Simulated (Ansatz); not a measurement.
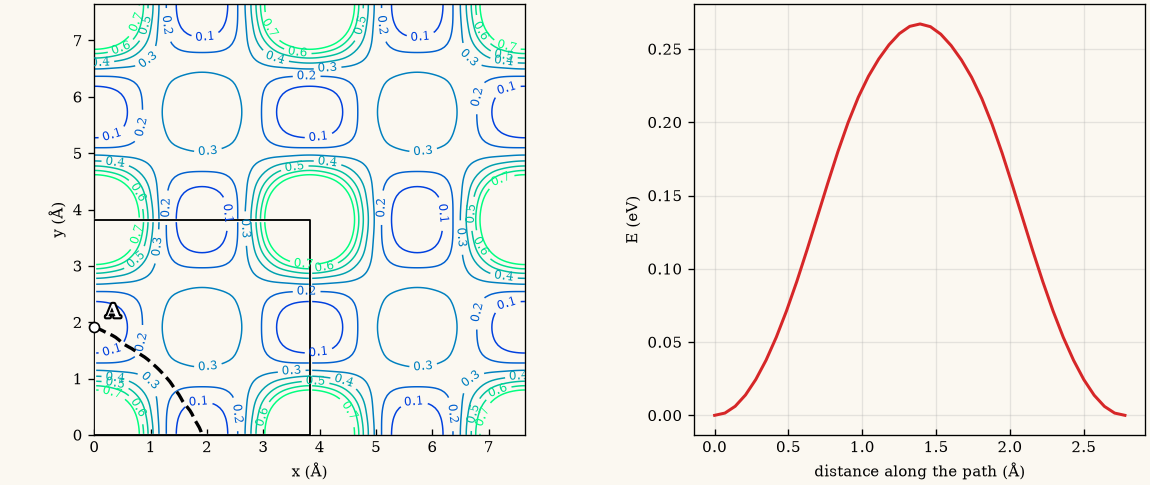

Au on a two-dimensional sheet of SnO (4 atoms of substrate and one adsorbate in a 1 × 1 cell). Au is moved over the surface cell at a fixed height above a rigid substrate; the origin of the map has the adsorbate above Sn4; the height is held at 2.20 Å. Places are given modulo a cell vector. The map is drawn in real space over the plane of the surface. Grid: 8 × 8 points; 15 points were computed and 49 follow by symmetry. Energies are in eV, from the lowest grid point. With one adsorbate in each 1 × 1 cell, its nearest image is 3.8 Å away, so neighbouring adsorbates interact. At a fixed height the lowest place need not be the adsorption site. The calculation used Ansatz, DFT PBE+D3(BJ), scalar-relativistic, plane waves, PAW. Settings: cutoff 420 eV, k-mesh 7×7×1, gaussian smearing 0.05 eV, spin-polarised.

The picture shows contour lines labelled in eV (none above 0.7), a line along the lowest path, the outline of one cell of the 2 × 2 shown, the energy along the path at the right, the start A. Between grid points the surface is interpolated.

> Describe the path and its barrier.

The easiest path leads from the well at a bridge site between two Sn atoms, over a second-layer O atom, (0/8, 4/8) of the cell vectors to a well of about the same depth at a bridge site between two Sn atoms, over a second-layer O atom, (4/8, 0/8) of the cell vectors. Its highest point lies about 0.27 eV above the bottom of the first well on the interpolated surface, at about (0.30, 0.30) of the cell vectors. This is the barrier on the constrained surface; relaxing the other coordinates would change it.

PAW datasets: the set soft_1.
